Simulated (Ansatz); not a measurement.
## Response to strain in HfC

Consider HfC in the rock salt structure (space group Fm-3m, No. 225; a = 4.6071 Å; relaxed with 0.1 eV smearing).

Strains are applied to the cell and any free atomic positions relax.

Computed with PBEsol (Ansatz, an electronic-structure program; PAW; 420 eV plane waves; without spin-orbit coupling).

Notes on the quantities. energy relative to the base: free energy F.

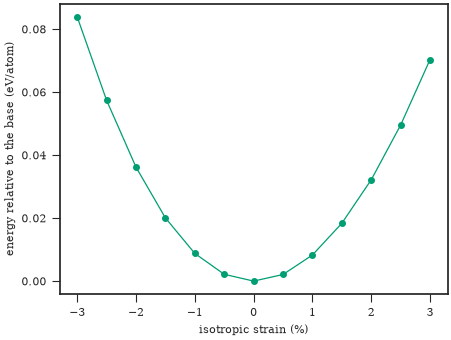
Figure: Energy relative to the base against isotropic strain

| isotropic strain (%) | energy relative to the base |
|---|---|
| -3 | +84 meV/atom |
| -2.5 | +57 meV/atom |
| -2 | +36 meV/atom |
| -1.5 | +20 meV/atom |
| -1 | +8.8 meV/atom |
| -0.5 | +2.2 meV/atom |
| 0.5 | +2.1 meV/atom |
| 1 | +8.3 meV/atom |
| 1.5 | +18 meV/atom |
| 2 | +32 meV/atom |
| 2.5 | +50 meV/atom |
| 3 | +70 meV/atom |

No phonon test of stability was made. The final runs are not spin-polarised.
